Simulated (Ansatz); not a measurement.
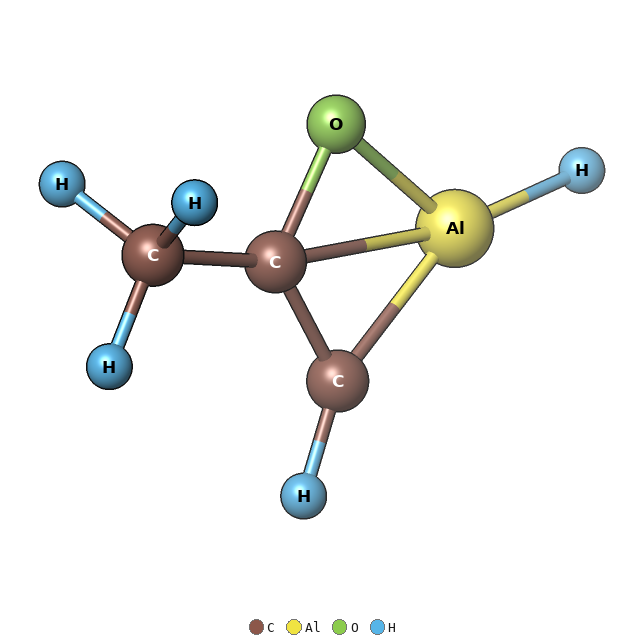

Depth is shown by fading: the farther an atom, the more it takes the colour of the background. The computed structure is the end point of a PBE0-D4/def2-TZVP optimisation.

List the symmetry elements and name the point group.

Answer. It has 1 mirror plane, so the point group is Cs. The group has 2 operations. The geometry is achiral, and symmetry allows a dipole moment.
